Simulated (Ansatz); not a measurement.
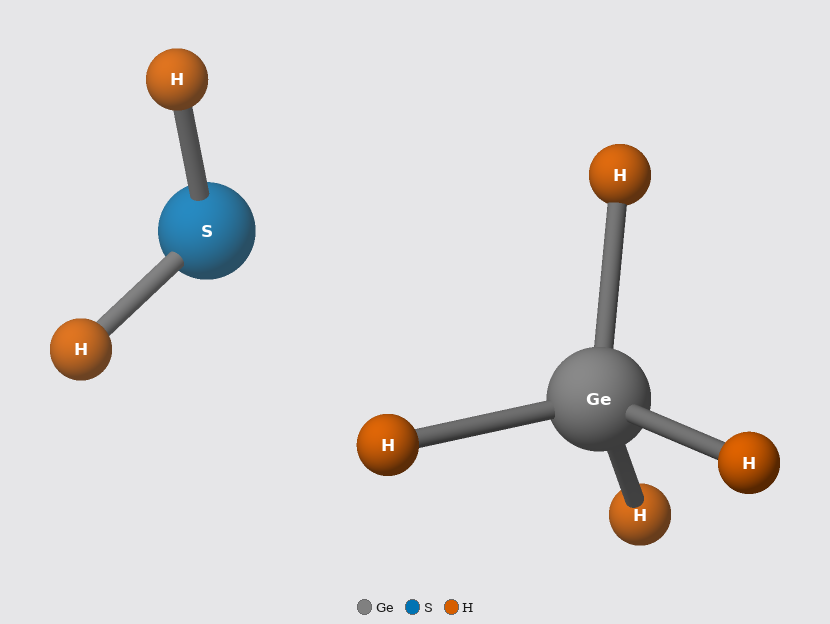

The geometry was computed by an optimisation with PBE0-D4/def2-TZVP. Properties computed with RKS r2SCAN-D4/def2-TZVPP (Ansatz 0.2.0).

What does the calculation give?

The species is GeH₆S.
- dispersion correction: −2.5 kJ/mol
